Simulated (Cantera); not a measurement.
A closed system holds: 1 mol HI, a varied amount of O₂, held at 1850 °C and 1 atm.

Method: chemical equilibrium by Gibbs-energy minimisation in Cantera with the NASA 1993 tables (ideal gas, pure condensed phases). Candidate condensed phases: H₂O, I₂; 12 gas species. Equilibrium is a limit: real reactors are often held back by kinetics, nucleation or transport.

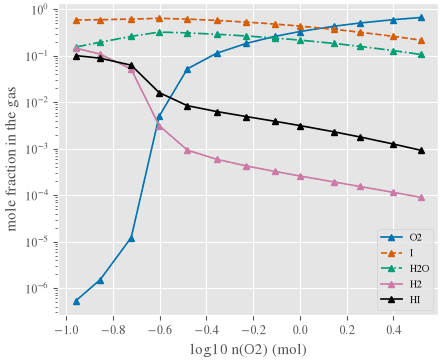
Figure: Equilibrium gas composition (values under 1e-9 drawn at 1e-9)

From 0.11 mol O₂ to 3.3 mol O₂ nothing is condensed.
